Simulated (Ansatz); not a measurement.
# SiGeH₄ (singlet): correlated methods under varied settings at distance Ge2–H6 = 2.095 Å

What do other methods and options give for SiGeH₄ (singlet) at this geometry, and how long do they take?

Program: Ansatz 0.2.0, Gaussian basis. Level of theory: the settings change from run to run. These are calculated values, not measurements.

15 further runs of the same task are left out: 10 that didn't finish, 5 set aside as unsound or not needed.

## (1) The geometry

The geometry derives from a PBE0/def2-TZVP stationary point (not a proven minimum). One bond is set to the value named and the two fragments are kept rigid. No spin-orbit coupling is included. The filled d shell of Ge may be among the frozen orbitals whatever the setting's name suggests; the logs give the count.

6 atoms, charge 0, spin multiplicity 1.

Atoms are counted from 1 here; the program's logs count them from 0.

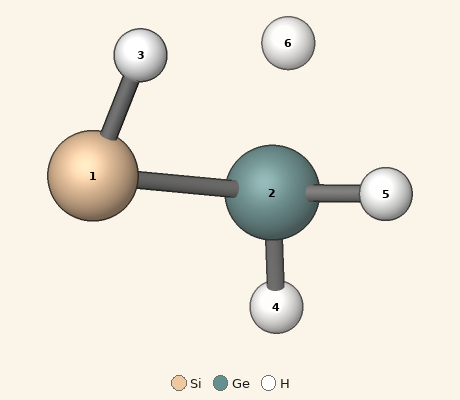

The geometry (silicon light orange, germanium teal, hydrogen white); atoms are numbered from 1 in the order of the file.

## (2) BCCD(T) on RHF/cc-pVDZ

Input file in.yaml:

```yaml
crystal:
  periodic: [false, false, false]
  atoms:
    - {symbol: Si, position_ang: [0.003505, -0.095851, 1.770842]}
    - {symbol: Ge, position_ang: [0.004024, 0.010446, -0.656397]}
    - {symbol: H, position_ang: [0.006192, 1.429867, 1.805860]}
    - {symbol: H, position_ang: [-0.027327, -1.363827, -1.352211]}
    - {symbol: H, position_ang: [1.274012, 0.745059, -1.140916]}
    - {symbol: H, position_ang: [-1.640519, 1.106912, -1.350851]}
basis:
  gaussian: {orbitals: cc-pVDZ}
magnetization: {spin_polarized: false}
correlation: {method: bccd_t, electrons: outside_noble_gas}
scf: {lower_state_search: off}
```

Started as:

```sh
$ ansatz run in.yaml --threads 1 --pin off --events-out ev --progress --plain --max-ram 2393MiB
```

Output, shortened:

```text
Functional definition: HF
  name "HF"
  cite "Fock, Z. Phys. 61, 126 (1930) doi:10.1007/BF01340294"
  parent pbe
[...]
683 factors; integrals over basis functions are off by at most 1.3e-3 eV
[...]
mean field -64394.99173068 eV, -2366.4722976095 hartree, gradient 2.9e-6 eV, S^2 0.000000; 0 other end points of the search recorded, 0 dependent functions left out
19 core orbitals not correlated: weight in the atoms' cores, before any rotation towards them, 1.000 or more for the frozen orbitals, at most 0.000 for the correlated occupied ones
reference -64394.99173068 eV, -2366.4722976095 hartree; 6, 6 occupied and 40, 40 virtual orbitals, 683 factors
second order -5.03825112 eV of doubles, -0.00000000 eV of singles
cycle   1  -5.99151076 eV  change   -9.5e-1 eV  update   9.1e-2
[...]
cycle  12  -6.41835977 eV  change   -7.8e-7 eV  update   1.3e-5
perturbative correction -0.19858616 eV, -0.0072979069 hartree
Total energy: -64401.60867661 eV, -2366.7154658873 hartree
Checks for a lower state left out: stability, starts, cluster_reference, orbital_swaps, neighbouring_geometries, increment
```

It took 1.5 s on 1 thread of Arm Neoverse V1, shared host.

From the report: correlation -6.6169 eV; largest double amplitude 0.08.

## (3) BCCD(T)/cc-pVDZ

in.yaml: that of step 2 with these lines changed.

```diff
@@ -12,2 +12,3 @@
 magnetization: {spin_polarized: false}
+hamiltonian: {xc: {name: B3LYP}}
 correlation: {method: bccd_t, electrons: outside_noble_gas}
```

Same command.

Output, shortened:

```text
Functional definition: B3LYP
  name "B3LYP"
  cite "Stephens, Devlin, Chabalowski & Frisch, J. Phys. Chem. 98, 11623 (1994) doi:10.1021/j100096a001"
  cite "Becke, Phys. Rev. A 38, 3098 (1988) doi:10.1103/PhysRevA.38.3098"
  cite "Lee, Yang & Parr, Phys. Rev. B 37, 785 (1988) doi:10.1103/PhysRevB.37.785"
  cite "Vosko, Wilk & Nusair, Can. J. Phys. 58, 1200 (1980) doi:10.1139/p80-159"
[...]
683 factors; integrals over basis functions are off by at most 1.3e-3 eV
[...]
mean field -64458.80663592 eV, -2368.8174521218 hartree, gradient 5.7e-6 eV, S^2 0.000000; 0 other end points of the search recorded, 0 dependent functions left out
19 core orbitals not correlated: weight in the atoms' cores, before any rotation towards them, 0.999 or more for the frozen orbitals, at most 0.000 for the correlated occupied ones
reference -64394.37563008 eV, -2366.4496563300 hartree; 6, 6 occupied and 40, 40 virtual orbitals, 683 factors
second order -5.37094915 eV of doubles, -0.29573260 eV of singles
cycle   1  -6.42844098 eV  change   -7.7e-1 eV  update   8.5e-2
[...]
cycle  12  -6.81865825 eV  change    4.4e-7 eV  update   8.8e-6
perturbative correction -0.19904258 eV, -0.0073146800 hartree
Total energy: -64401.39333091 eV, -2366.7075520788 hartree
Checks for a lower state left out: stability, starts, cluster_reference, orbital_swaps, neighbouring_geometries, increment
```

Run time: 2.4 s. Hardware: 1 thread of Arm Neoverse V1, shared host.

From the report: correlation -7.0177 eV; largest double amplitude 0.08.

## (4) CCSD(T) on RHF/cc-pVDZ

in.yaml: that of step 3 with these lines changed.

```diff
@@ -12,4 +12,3 @@
 magnetization: {spin_polarized: false}
-hamiltonian: {xc: {name: B3LYP}}
-correlation: {method: bccd_t, electrons: outside_noble_gas}
+correlation: {method: ccsd_t, electrons: outside_noble_gas}
 scf: {lower_state_search: off}
```

Same command.

Output, shortened:

```text
Functional definition: HF
  name "HF"
  cite "Fock, Z. Phys. 61, 126 (1930) doi:10.1007/BF01340294"
  parent pbe
[...]
683 factors; integrals over basis functions are off by at most 1.3e-3 eV
[...]
mean field -64394.99173068 eV, -2366.4722976095 hartree, gradient 2.9e-6 eV, S^2 0.000000; 0 other end points of the search recorded, 0 dependent functions left out
19 core orbitals not correlated: weight in the atoms' cores, before any rotation towards them, 1.000 or more for the frozen orbitals, at most 0.000 for the correlated occupied ones
reference -64394.99173068 eV, -2366.4722976095 hartree; 6, 6 occupied and 40, 40 virtual orbitals, 683 factors
second order -5.03825112 eV of doubles, -0.00000000 eV of singles
cycle   1  -5.97297774 eV  change   -9.3e-1 eV  update   9.1e-2
[...]
cycle  13  -6.42681780 eV  change   -2.1e-6 eV  update   8.2e-6
perturbative correction -0.18900117 eV, -0.0069456648 hartree
Total energy: -64401.60754965 eV, -2366.7154244723 hartree
Checks for a lower state left out: stability, starts, cluster_reference, orbital_swaps, neighbouring_geometries, increment
```

Run time: 1.2 s. Hardware: 1 thread of Arm Neoverse V1, shared host.

From the report: correlation -6.6158 eV; T1 0.018; largest double amplitude 0.08.

## (5) CCSD(T) on RHF/6-31G*

in.yaml: that of step 4 with these lines changed.

```diff
@@ -10,5 +10,4 @@
 basis:
-  gaussian: {orbitals: cc-pVDZ}
+  gaussian: {orbitals: "6-31G*"}
 magnetization: {spin_polarized: false}
 correlation: {method: ccsd_t, electrons: outside_noble_gas}
-scf: {lower_state_search: off}
```

Same command.

Output, shortened:

```text
Functional definition: HF
  name "HF"
  cite "Fock, Z. Phys. 61, 126 (1930) doi:10.1007/BF01340294"
  parent pbe
[...]
603 factors; integrals over basis functions are off by at most 1.0e-3 eV
[...]
mean field -64387.43900075 eV, -2366.1947399041 hartree, gradient 5.4e-6 eV, S^2 0.000000; 0 other end points of the search recorded, 0 dependent functions left out; unrestricted orbitals would lower it
19 core orbitals not correlated: weight in the atoms' cores, before any rotation towards them, 1.000 or more for the frozen orbitals, at most 0.000 for the correlated occupied ones
reference -64387.43900075 eV, -2366.1947399041 hartree; 6, 6 occupied and 37, 37 virtual orbitals, 603 factors
second order -4.14890108 eV of doubles, -0.00000000 eV of singles
cycle   1  -4.97421064 eV  change   -8.3e-1 eV  update   9.4e-2
[...]
cycle  12  -5.44940890 eV  change    7.0e-7 eV  update   1.4e-5
perturbative correction -0.16981099 eV, -0.0062404388 hartree
Total energy: -64393.05822065 eV, -2366.4012424264 hartree
```

It took 1.4 s on 1 thread of Arm Neoverse V1, shared host.

From the report: correlation -5.6192 eV; T1 0.021; largest double amplitude 0.09.

## (6) BCCD(T)/def2-SVP

in.yaml: that of step 5 with these lines changed.

```diff
@@ -10,4 +10,5 @@
 basis:
-  gaussian: {orbitals: "6-31G*"}
+  gaussian: {orbitals: def2-SVP}
 magnetization: {spin_polarized: false}
-correlation: {method: ccsd_t, electrons: outside_noble_gas}
+hamiltonian: {xc: {name: r2SCAN}, pseudopotentials: {relativity: scalar}}
+correlation: {method: bccd_t, electrons: outside_noble_gas, diis_vectors: 4}
```

The command is unchanged.

Output, shortened:

```text
Functional definition: r2SCAN
  name "r2SCAN"
  cite "Furness, Kaplan, Ning, Perdew & Sun, J. Phys. Chem. Lett. 11, 8208 (2020) doi:10.1021/acs.jpclett.0c02405"
  cite "Furness, Kaplan, Ning, Perdew & Sun, J. Phys. Chem. Lett. 11, 9248 (2020) doi:10.1021/acs.jpclett.0c03077"
  parent r2scan
[...]
685 factors; integrals over basis functions are off by at most 1.3e-3 eV
[...]
mean field -64928.03150503 eV, -2386.0611480094 hartree, gradient 2.1e-6 eV, S^2 0.000000; 0 other end points of the search recorded, 0 dependent functions left out; unrestricted orbitals would lower it
19 core orbitals not correlated: weight in the atoms' cores, before any rotation towards them, 0.999 or more for the frozen orbitals, at most 0.000 for the correlated occupied ones
reference -64866.37951924 eV, -2383.7954793207 hartree; 6, 6 occupied and 45, 45 virtual orbitals, 685 factors
second order -5.42400590 eV of doubles, -0.36466485 eV of singles
cycle   1  -6.50088351 eV  change   -7.2e-1 eV  update   8.7e-2
[...]
cycle  13  -6.89016836 eV  change    3.6e-6 eV  update   8.0e-6
perturbative correction -0.20603724 eV, -0.0075717290 hartree
Total energy: -64873.47572484 eV, -2384.0562600668 hartree
Relativity: scalar
```

Run time: 6 s. Hardware: 1 thread of Arm Neoverse V1, shared host.

From the report: correlation -7.0962 eV; largest double amplitude 0.09.

## (7) CASSCF(6,7)/STO-3G

in.yaml: that of step 6 with these lines changed.

```diff
@@ -10,5 +10,3 @@
 basis:
-  gaussian: {orbitals: def2-SVP}
-magnetization: {spin_polarized: false}
-hamiltonian: {xc: {name: r2SCAN}, pseudopotentials: {relativity: scalar}}
-correlation: {method: bccd_t, electrons: outside_noble_gas, diis_vectors: 4}
+  gaussian: {orbitals: STO-3G}
+correlation: {active_space: {window: {electrons: 6, orbitals: 7}, states: [{multiplicity: 1, weights: [1, 1, 1]}]}}
```

Launched as before.

Output, shortened:

```text
Functional definition: HF
  name "HF"
  cite "Fock, Z. Phys. 61, 126 (1930) doi:10.1007/BF01340294"
  parent pbe
[...]
454 factors; integrals over basis functions are off by at most 3.5e-8 eV
[...]
mean field -63661.65413466 eV, -2339.5226380297 hartree, gradient 8.9e-6 eV, S^2 0.000000; 0 other end points of the search recorded, 0 dependent functions left out
reference -63661.65413466 eV, -2339.5226380297 hartree; 25, 25 occupied and 6, 6 virtual orbitals, 454 factors
state -63663.59383744 eV, -2339.5939207921 hartree
state -63660.15379858 eV, -2339.4675016958 hartree
state -63658.17769801 eV, -2339.3948813392 hartree
[...]
Total energy: -63660.64177801 eV, -2339.4854346090 hartree
```

It took 11 s on 1 thread of Arm Neoverse V1, shared host.

From the report: 1,225 determinants; active occupations (of the averaged states) 1.96, 1.69, 1.33, 0.70, 0.27, 0.03, 0.01.

## (8) The runs in one table

Where basis and cores are those of an earlier RCCSDT(Q)/cc-pVDZ run (-64401.6588 eV), and the state is the same kind, the miss against it is given.

```
                                                level         correlated  functions  energy (eV)  from RCCSDT(Q) (meV)   time
                               BCCD(T) on RHF/cc-pVDZ  outside noble gas         65  -64401.6087                  50.1  1.5 s
                  BCCD(T)/cc-pVDZ (on B3LYP orbitals)  outside noble gas         65  -64401.3933                 265.4  2.4 s
                               CCSD(T) on RHF/cc-pVDZ  outside noble gas         65  -64401.6075                  51.2  1.2 s
                                CCSD(T) on RHF/6-31G*  outside noble gas         62  -64393.0582                        1.4 s
BCCD(T)/def2-SVP (on r2SCAN orbitals, relativity set)  outside noble gas         70  -64873.4757                          6 s
          CASSCF(6,7)/STO-3G (mean of several states)                            31  -63660.6418                         11 s
```

## (9) What came out

| quantity | value |
| --- | --- |
| runs | 6 |
| quickest | CCSD(T) on RHF/cc-pVDZ, 1.2 s |
| slowest | CASSCF(6,7)/STO-3G (mean of several states), 11 s |

What this shows: Total energies in different bases, with other cores or another treatment of relativity can't be set against each other. CASSCF(6,7)/STO-3G (mean of several states) took 8 times as long as CCSD(T) on RHF/cc-pVDZ; the jobs differ in more than the method. Among the correlated runs with a miss given, it spans +50 to +265 meV. Cores frozen from Kohn-Sham orbitals shift the total energy.
